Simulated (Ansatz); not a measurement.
**LaRuSi (P4/nmm): the equilibrium volume**

At what volume is LaRuSi (P4/nmm) free of pressure?

Computed with Ansatz 0.2.0 (DFT PBEsol, scalar-relativistic, plane waves, PAW, unless a step's input says otherwise).

## (1) The starting structure

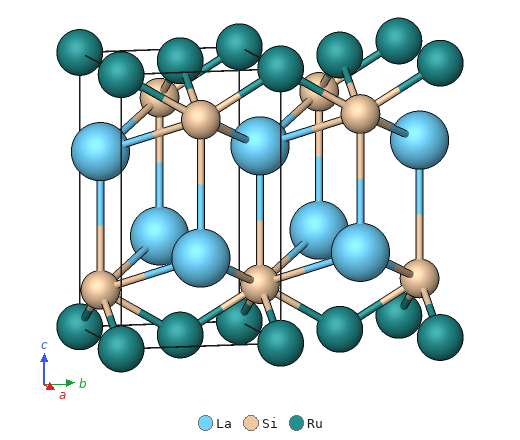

Start, viewed slightly off an axis; lanthanum blue, silicon light orange, ruthenium teal. 1×2×1 cells are drawn. Atoms on the faces are drawn again on the opposite ones.

Structure file:

```cif
data_structure
_symmetry_space_group_name_H-M 'P4/nmm:1'
_symmetry_Int_Tables_number 129
_cell_length_a 4.2250
_cell_length_b 4.2250
_cell_length_c 7.1015
_cell_angle_alpha 90.000
_cell_angle_beta 90.000
_cell_angle_gamma 90.000
_cell_volume 126.77
loop_
_atom_site_label
_atom_site_type_symbol
_atom_site_symmetry_multiplicity
_atom_site_Wyckoff_symbol
_atom_site_fract_x
_atom_site_fract_y
_atom_site_fract_z
_atom_site_occupancy
La1 La 2 c 0.50000 0.00000 0.67900 1
Si1 Si 2 c 0.50000 0.00000 0.17500 1
Ru1 Ru 2 a 0.00000 0.00000 0.00000 1
```

## (2) At the starting volume (PBEsol, 4×4×4 mesh)

Input file input.yaml:

```yaml
crystal:
  lattice:
    - [4.22499032, 0.0, 0.0]
    - [0.0, 4.22499032, 0.0]
    - [0.0, 0.0, 7.10151543]
  atoms:
    - { symbol: La, position: [0.5, 0.0, 0.679] }
    - { symbol: La, position: [0.0, 0.5, 0.321] }
    - { symbol: Si, position: [0.5, 0.0, 0.175] }
    - { symbol: Si, position: [0.0, 0.5, 0.825] }
    - { symbol: Ru, position: [0.0, 0.0, 0.0] }
    - { symbol: Ru, position: [0.5, 0.5, 0.0] }
basis:
  ecutwfc: 420
kpoints:
  mp_grid: { grid: [4, 4, 4] }
hamiltonian:
  xc: pbesol
scf:
  occupations: { method: gaussian, width: 0.1 }
output:
  forces: true
  stress: true
  eigenvalues: true
```

On the command line:

```sh
ansatz run input.yaml --threads 8 --pin off --max-ram 14336MiB --backend cpu --events-out ev --progress --plain --runs-dir out
```

The log of the run:

```text
Warning: RAYON_NUM_THREADS=8 ignored (pool sized by the plan → 8); use --threads N
Engine: ansatz 0.2.0, aarch64-unknown-linux-gnu
Pseudopotentials: kind: paw
Pseudopotential: La, paw, valence charge 11, recommended cutoff 420 eV (normal), La.paw.azcp
Pseudopotential: Si, paw, valence charge 4, recommended cutoff 420 eV (normal), Si.paw.azcp
Pseudopotential: Ru, paw, valence charge 16, recommended cutoff 420 eV (normal), Ru.paw.azcp
Functional definition: PBEsol
  exchange = pbesol_x
  correlation = pbesol_c
Crystal: 6 atoms, lattice volume = 126.766 Å³
Basis set: ecut = 420 eV, 2451 PW (Γ), exchange–correlation on 60×60×96 points (8 copies of the dense FFT grid, shifted against one another)
Bands: 38, of which v1, the nominal top of the filled ones, is band 31 counted from 1 (30 counted from 0)
Symmetry: 16 space group operations
Space group: P4/nmm (ITA 129), of the structure as read, at distance tolerance 5.0e-5 Å
k-points: 18 of 64
Non-local potential: La, projectors of the file, l = 0: 3, l = 1: 2, l = 2: 2, l = 3: 3
Non-local potential: Si, projectors of the file, l = 0: 2, l = 1: 2, l = 2: 2
Non-local potential: Ru, projectors of the file, l = 0: 3, l = 1: 2, l = 2: 2, l = 3: 1
PAW form: soft (Blöchl's): semilocal exchange-correlation on the pseudo side does not see the compensation charge
PAW frozen core: La, regenerated for the run's functional, and the local potential with it (the file was generated under x = pbe(κ = 0.804, μ = 0.2195149727645171), c = pbe(β = 0.06672455060314922))
PAW frozen core: Si, regenerated for the run's functional, and the local potential with it (the file was generated under x = pbe(κ = 0.804, μ = 0.2195149727645171), c = pbe(β = 0.06672455060314922))
PAW frozen core: Ru, regenerated for the run's functional, and the local potential with it (the file was generated under x = pbe(κ = 0.804, μ = 0.2195149727645171), c = pbe(β = 0.06672455060314922))
PAW one-centre angular grid: La, 590 points (default); XC on 64 Gauss nodes
PAW one-centre angular grid: Si, 110 points (default); XC on 64 Gauss nodes
PAW one-centre angular grid: Ru, 590 points (default); XC on 64 Gauss nodes
Initial density: superposition of atomic densities (neutral atoms: chi_scale 0, normalization atom), corrected by the library's trained network
Initial wavefunctions: pseudopotential atomic-orbital guess
Functional: x = pbesol(κ = 0.804, μ = 0.12345679012345678), c = pbesol(β = 0.046)
SCF iter   1: F=—  HF=-25203.284226 eV  |F-HF|=—  |Δ(HF+E_count)|=         —  Δρ=6.62e-3  dr2=1.33e-1  ethr=1.77e-3  ⟨swp⟩=5.9  Hψ=2653  notcnv=0
preconditioner: auto → Kerker (q_TF=auto, 2.422 Å⁻¹)  [metal: Δε(μ)=0.005 eV  Ē_g=8.119 eV  σ=0.100 eV  W_gap=0.03  n_scr=36 (ndim 8)  ℏωp=21.4 eV  f_vac=0.000  D(μ)=6.48/eV (n_scr^D=50)]
SCF iter   2: F=—  HF=-25203.277953 eV  |F-HF|=—  |Δ(HF+E_count)|=   6.27e-3  Δρ=2.31e-3  dr2=1.47e-2  ethr=2.15e-4  ⟨swp⟩=2.3  Hψ=886  notcnv=0  defer=34
SCF iter   3: F=—  HF=-25203.277098 eV  |F-HF|=—  |Δ(HF+E_count)|=   8.54e-4  Δρ=6.38e-4  dr2=7.49e-4  ethr=2.37e-5  ⟨swp⟩=2.1  Hψ=1084  notcnv=0  defer=34
SCF iter   4: F=—  HF=-25203.277013 eV  |F-HF|=—  |Δ(HF+E_count)|=   8.56e-5  Δρ=1.88e-4  dr2=8.24e-5  ethr=1.21e-6  ⟨swp⟩=2.1  Hψ=1124  notcnv=0  defer=34
SCF iter   5: F=—  HF=-25203.277013 eV  |F-HF|=—  |Δ(HF+E_count)|=   1.75e-7  Δρ=4.78e-5  dr2=4.38e-6  ethr=1.33e-7  ⟨swp⟩=2.2  Hψ=973  notcnv=0  defer=32
SCF iter   6: F=—  HF=-25203.277013 eV  |F-HF|=—  |Δ(HF+E_count)|=   1.47e-7  Δρ=1.30e-5  dr2=2.64e-7  ethr=7.07e-9  ⟨swp⟩=2.4  Hψ=1075  notcnv=0  defer=32
SCF iter   7: F=-25203.277013 eV  HF=-25203.277013 eV  |F-HF|=6.64e-9  |Δ(HF+E_count)|=   2.57e-8  Δρ=2.37e-6  dr2=1.52e-8  ethr=1.61e-10  ⟨swp⟩=13.1  Hψ=3251  notcnv=0
SCF 1 converged in 7 iterations: F = -25203.277013 eV  dr2 = 1.52e-8
SCF converged after 7 iterations
Free energy (F): -25203.277013 eV
Harris-Foulkes:  -25203.277013 eV  (|F-HF|=6.64e-9)
Internal energy: -25203.246676 eV  (E = F + TS)
E sigma→0 (E₀):  -25203.261845 eV
Entropy (-TS):   -0.030336 eV (-5.056 meV/atom)
Fermi energy:    13.400982 eV
--- Per-component energies (eV) ---
  E_band       = -372.499476
  E_kinetic    = 1502.805012
  E_local      = -6177.065511  (includes V_loc(G=0)·N_el)
  E_nonlocal   = 936.862979
  E_hartree    = 2408.400883
  E_xc         = -768.461948
  E_vxc        = -870.028395  (∫ρ·V_xc dr)
  E_paw        = -18455.572866  (= ΣΔE_a)
  E_vpaw       = -581.879434  (= ΣTr[D̂ρ^β])
  E_aug_tail   = -0.000366  (compensation charges beyond the density's cutoff)
  E_ewald      = -4651.123593
  E_core_change = 0.908732  (= ΣΔE_core)
  E_smearing   = -0.030336  (= −TS)
  E_closure    = 0.000000  (closes the sum)
  Σ components = -25203.277013   (vs F -25203.277013, Δ=0.00e0)
--- Forces (eV/Å), atoms counted from 1 ---
  atom   1  La     0.00000000     0.00000000     0.29720505
  atom   2  La     0.00000000     0.00000000    -0.29720505
  atom   3  Si     0.00000000     0.00000000    -0.67022711
  atom   4  Si     0.00000000     0.00000000     0.67022711
  atom   5  Ru     0.00000000     0.00000000    -0.00000000
  atom   6  Ru     0.00000000     0.00000000     0.00000000
  max |Σ_I F_I| component: 1.11e-16 eV/Å
--- Stress (GPa, compression-positive) ---
       -3.044601       0.000000       0.000000
        0.000000      -3.044601       0.000000
        0.000000       0.000000      -4.370647
  P = ⅓ Tr σ = -3.4866 GPa (-34.866 kbar)
--- Band table (eV; the first three rows and the last of 18) ---
  k-point 0: bands = ["-58.6120", "-58.5804", "-28.8028", "-28.8028", "-28.6185", "-28.6185", "-28.5924", "-28.5458", "-18.8780", "-18.7896", "-2.8957", "-2.6358", "-2.6358", "-2.4689", "-2.4263", "-2.4263", "4.4137", "5.4770", "8.8951", "9.6803", "9.6803", "9.7749", "9.8482", "10.9273", "11.5249", "11.5249", "13.0972", "13.0972", "13.2295", "13.3286", "13.8018", "13.9381", "14.2472", "14.6648", "15.1879", "15.1879", "15.4178", "15.4178"]
  k-point 1: bands = ["-58.6120", "-58.5804", "-28.8028", "-28.8028", "-28.6184", "-28.6184", "-28.5924", "-28.5458", "-18.8747", "-18.7929", "-2.8607", "-2.6427", "-2.6427", "-2.5179", "-2.4191", "-2.4191", "4.5599", "5.4882", "8.7917", "9.4335", "9.6848", "9.6848", "9.7762", "11.0544", "11.5008", "11.5008", "13.0136", "13.0995", "13.1672", "13.1672", "13.3368", "14.3413", "14.6648", "15.0179", "15.0906", "15.0906", "15.4839", "15.4839"]
  k-point 2: bands = ["-58.6120", "-58.5804", "-28.8028", "-28.8028", "-28.6184", "-28.6184", "-28.5924", "-28.5458", "-18.8712", "-18.7965", "-2.8121", "-2.6491", "-2.6491", "-2.5803", "-2.4122", "-2.4122", "4.7346", "5.4768", "8.7653", "8.9887", "9.6896", "9.6896", "9.7774", "11.2298", "11.4743", "11.4743", "12.5383", "12.9865", "13.2617", "13.2617", "13.3344", "14.6648", "14.7234", "14.9131", "14.9131", "15.4667", "15.6181", "15.6193"]
  k-point 17: bands = ["-58.5960", "-58.5960", "-28.8297", "-28.8297", "-28.5997", "-28.5997", "-28.5675", "-28.5675", "-18.7994", "-18.7994", "-2.9521", "-2.9521", "-2.6576", "-2.6576", "-2.6024", "-2.6024", "5.7479", "5.7479", "8.7040", "8.7040", "11.0600", "11.0600", "11.1832", "11.1832", "11.3791", "11.3791", "12.0012", "12.0012", "12.6357", "12.6357", "12.8174", "12.8174", "14.3968", "14.3968", "15.1663", "15.1663", "15.6507", "15.6507"]
```

Run time: 1.2 s. Hardware: 8 threads of Arm Neoverse V1, shared host; peak memory 0.62 GiB.

Result: volume 21.128 Å³/atom, pressure -3.49 GPa, no gap.

## (3) Relaxing cell and atoms (PBEsol, 6×6×4 mesh)

Edit input.yaml of step 2 so:

```diff
@@ -15,3 +15,3 @@
 kpoints:
-  mp_grid: { grid: [4, 4, 4] }
+  mp_grid: { grid: [6, 6, 4] }
 hamiltonian:
@@ -24 +24,6 @@
   eigenvalues: true
+relax:
+  adjacent_minimum: "off"
+  f_tol: 0.05
+  max_steps: 80
+  cell: { stress_tol: 0.5 }
```

On the command line:

```sh
ansatz run input.yaml --threads 8 --pin off --max-ram 14336MiB --backend cpu --events-out ev --progress --plain --runs-dir out
```

The log of the run:

```text
Warning: RAYON_NUM_THREADS=8 ignored (pool sized by the plan → 8); use --threads N
[... 8 set-up lines as earlier in the session ...]
Crystal: 6 atoms, lattice volume = 126.766 Å³
Basis set: ecut = 420 eV, 2451 PW (Γ), exchange–correlation on 60×60×96 points (8 copies of the dense FFT grid, shifted against one another)
Bands: 38, of which v1, the nominal top of the filled ones, is band 31 counted from 1 (30 counted from 0)
[... 2 set-up lines as earlier in the session ...]
k-points: 30 of 144
[... 13 set-up lines as earlier in the session ...]
SCF iter   1: F=—  HF=-25203.292121 eV  |F-HF|=—  |Δ(HF+E_count)|=         —  Δρ=6.22e-3  dr2=1.17e-1  ethr=1.77e-3  ⟨swp⟩=6.0  Hψ=4526  notcnv=0
preconditioner: auto → Kerker (q_TF=auto, 2.422 Å⁻¹)  [metal: Δε(μ)=0.038 eV  Ē_g=8.110 eV  σ=0.100 eV  W_gap=0.21  n_scr=36 (ndim 8)  ℏωp=21.4 eV  f_vac=0.000  D(μ)=5.56/eV (n_scr^D=46)]
SCF iter   2: F=—  HF=-25203.285298 eV  |F-HF|=—  |Δ(HF+E_count)|=   6.82e-3  Δρ=2.25e-3  dr2=1.27e-2  ethr=1.88e-4  ⟨swp⟩=2.3  Hψ=1538  notcnv=0  defer=52
SCF iter   3: F=—  HF=-25203.284417 eV  |F-HF|=—  |Δ(HF+E_count)|=   8.81e-4  Δρ=6.74e-4  dr2=8.19e-4  ethr=2.05e-5  ⟨swp⟩=2.1  Hψ=1784  notcnv=0  defer=52
SCF iter   4: F=—  HF=-25203.284314 eV  |F-HF|=—  |Δ(HF+E_count)|=   1.03e-4  Δρ=2.13e-4  dr2=1.03e-4  ethr=1.32e-6  ⟨swp⟩=2.0  Hψ=1786  notcnv=0  defer=52
SCF iter   5: F=—  HF=-25203.284305 eV  |F-HF|=—  |Δ(HF+E_count)|=   8.80e-6  Δρ=4.97e-5  dr2=4.87e-6  ethr=1.66e-7  ⟨swp⟩=2.4  Hψ=1768  notcnv=0  defer=52
SCF iter   6: F=—  HF=-25203.284310 eV  |F-HF|=—  |Δ(HF+E_count)|=   4.51e-6  Δρ=1.44e-5  dr2=3.32e-7  ethr=7.85e-9  ⟨swp⟩=2.4  Hψ=1854  notcnv=0  defer=44
SCF iter   7: F=-25203.284310 eV  HF=-25203.284310 eV  |F-HF|=7.68e-9  |Δ(HF+E_count)|=   2.85e-8  Δρ=2.39e-6  dr2=1.56e-8  ethr=1.61e-10  ⟨swp⟩=12.9  Hψ=5433  notcnv=0
SCF 1 converged in 7 iterations: F = -25203.284310 eV  dr2 = 1.56e-8
relax step   1: F+E_penalty+E_count = -25203.28430954 eV  Δ(F+E_penalty+E_count) = +0.000e0 eV  max|allowed force component| = 6.822e-1 eV/Å  Δτ_max = 0.0000 Å  P = -3.409 GPa  Ω = 126.766 Å³  (7 SCF iters, dr2 threshold 1.00e-7 eV, accepted)
[... 13 lines left out ...]
relax step   2: F+E_penalty+E_count = -25203.31629328 eV  Δ(F+E_penalty+E_count) = -3.198e-2 eV  max|allowed force component| = 5.757e-1 eV/Å  Δτ_max = 0.0748 Å  P = +1.865 GPa  Ω = 124.066 Å³  energy of the carried Pulay correction = +3.463e-4 eV  (6 SCF iters, dr2 threshold 6.00e-7 eV, accepted)
[... 11 lines left out ...]
relax step   3: F+E_penalty+E_count = -25203.35058310 eV  Δ(F+E_penalty+E_count) = -3.429e-2 eV  max|allowed force component| = 8.977e-2 eV/Å  Δτ_max = 0.0624 Å  P = -0.060 GPa  Ω = 124.270 Å³  energy of the carried Pulay correction = +3.199e-4 eV  (6 SCF iters, dr2 threshold 6.00e-7 eV, accepted)
[... 11 lines left out ...]
relax step   4: F+E_penalty+E_count = -25203.35157147 eV  Δ(F+E_penalty+E_count) = -9.884e-4 eV  max|allowed force component| = 1.893e-2 eV/Å  Δτ_max = 0.0082 Å  P = -0.063 GPa  Ω = 124.615 Å³  energy of the carried Pulay correction = +2.753e-4 eV  (6 SCF iters, dr2 threshold 5.04e-7 eV, accepted)
[... 14 lines left out ...]
relax step   5: F+E_penalty+E_count = -25203.35133092 eV  Δ(F+E_penalty+E_count) = +2.406e-4 eV  max|allowed force component| = 1.884e-2 eV/Å  Δτ_max = 0.0000 Å  P = -0.062 GPa  Ω = 124.615 Å³  stress off target by 1.24e-1 GPa  SCF on the basis re-selected at this cell (its energy is not comparable with the rows above)  (6 SCF iters)
basis re-selected at this cell: Δ(F+E_penalty+E_count) = +2.406e-4 eV, ΔP = +0.000 GPa vs the last step (what re-selecting the basis moved, of the pressure what is left beyond the Pulay correction that the steps carried, after the strain that the cell walked since its last selection, with what the two solves' SCF thresholds leave and, on support functions, any second-order correction that the steps lacked; it is no measure of the basis error at this ecutwfc). This SCF's stress stands 1.24e-1 GPa from its target on what of the cell is left free (relax.cell.stress_tol is 5.00e-1 GPa) and its largest allowed force component is 1.88e-2 eV/Å (relax.f_tol is 5.00e-2 eV/Å): within both
SCF converged after 6 iterations
Free energy (F): -25203.351331 eV
Harris-Foulkes:  -25203.351331 eV  (|F-HF|=1.46e-11)
Internal energy: -25203.325316 eV  (E = F + TS)
E sigma→0 (E₀):  -25203.338324 eV
Entropy (-TS):   -0.026015 eV (-4.336 meV/atom)
Fermi energy:    13.684151 eV
--- Per-component energies (eV) ---
  E_band       = -358.386192
  E_kinetic    = 1507.498060
  E_local      = -6195.079053  (includes V_loc(G=0)·N_el)
  E_nonlocal   = 937.411279
  E_hartree    = 2423.234160
  E_xc         = -770.371097
  E_vxc        = -872.530020  (∫ρ·V_xc dr)
  E_paw        = -18455.846868  (= ΣΔE_a)
  E_vpaw       = -582.154420  (= ΣTr[D̂ρ^β])
  E_aug_tail   = -0.000353  (compensation charges beyond the density's cutoff)
  E_ewald      = -4651.080177
  E_core_change = 0.908732  (= ΣΔE_core)
  E_smearing   = -0.026015  (= −TS)
  E_closure    = -0.000000  (closes the sum)
  Σ components = -25203.351331   (vs F -25203.351331, Δ=0.00e0)
--- Forces (eV/Å), atoms counted from 1 ---
  atom   1  La     0.00000000     0.00000000     0.00409444
  atom   2  La     0.00000000     0.00000000    -0.00409444
  atom   3  Si     0.00000000     0.00000000    -0.01883672
  atom   4  Si     0.00000000     0.00000000     0.01883672
  atom   5  Ru     0.00000000     0.00000000    -0.00000000
  atom   6  Ru     0.00000000     0.00000000     0.00000000
  max |Σ_I F_I| component: 0.00e0 eV/Å
--- Stress (GPa, compression-positive) ---
       -0.123557       0.000000       0.000000
        0.000000      -0.123557       0.000000
        0.000000       0.000000       0.060748
  P = ⅓ Tr σ = -0.0621 GPa (-0.621 kbar)
--- Band table (eV; the first three rows and the last of 30) ---
  k-point 0: bands = ["-58.3870", "-58.3538", "-28.6004", "-28.6004", "-28.4081", "-28.4081", "-28.3700", "-28.3208", "-18.5449", "-18.4544", "-2.6091", "-2.3086", "-2.3086", "-2.1616", "-2.1033", "-2.1033", "4.5642", "5.6023", "9.0761", "9.8350", "9.8392", "9.8392", "10.1164", "11.1262", "11.6729", "11.6729", "13.2738", "13.2738", "13.4484", "13.6270", "14.0985", "14.4023", "14.5913", "14.8710", "15.5362", "15.5362", "15.7819", "15.7819"]
[... 3 lines left out ...]
--- Relaxed structure (4 steps of the walk, 4 accepted, 1 SCFs on fresh bases) ---
  F+E_penalty+E_count = -25203.35133092 eV   max|allowed force component| = 1.884e-2 eV/Å   (the final SCF, on the basis selected at the relaxed cell)
  cell:  # Å, volume = 124.6151 Å³
    - [4.214107834236628, 2.0247685807556766e-35, 0.0]
    - [2.0247685807556766e-35, 4.214107834236628, 0.0]
    - [0.0, 0.0, 7.017126873767452]
  atoms:
    - { symbol: La, position: [0.5, -1.7094091925522174e-35, 0.6815795089623794] }
    - { symbol: La, position: [5.745514230522732e-35, 0.5, 0.31842049103762055] }
    - { symbol: Si, position: [0.5, 5.698030641840725e-36, 0.1687017658284389] }
    - { symbol: Si, position: [-5.080743988974647e-35, 0.5, 0.831298234171561] }
    - { symbol: Ru, position: [-2.3741794341003016e-35, 5.698030641840725e-36, 1.6285007456751682e-19] }
    - { symbol: Ru, position: [0.5, 0.5, 1.6285007456751682e-19] }
```

Wall time 8.8 s (8 threads of Arm Neoverse V1, shared host); peak memory 0.69 GiB.

Step by step:

```csv
step,energy from step 1 (meV/atom),largest force component (eV/Å),pressure (GPa),volume (Å³/atom)
1,0.0,0.682,-3.41,21.128
2,-5.3,0.576,1.87,20.678
3,-11.0,0.090,-0.06,20.712
4,-11.2,0.019,-0.06,20.769
5,-11.2,0.019,-0.06,20.769
```

Step 1 is the start. Step 5 repeats the geometry before it on a plane-wave basis chosen anew for the final cell, which leaves the energy as it was. The run keeps the 16 symmetry operations that it found, so it can't reach a distortion that breaks them.

This gives: volume 20.769 Å³/atom, pressure -0.06 GPa, no gap.

(Part 1 of 2 ends here.)
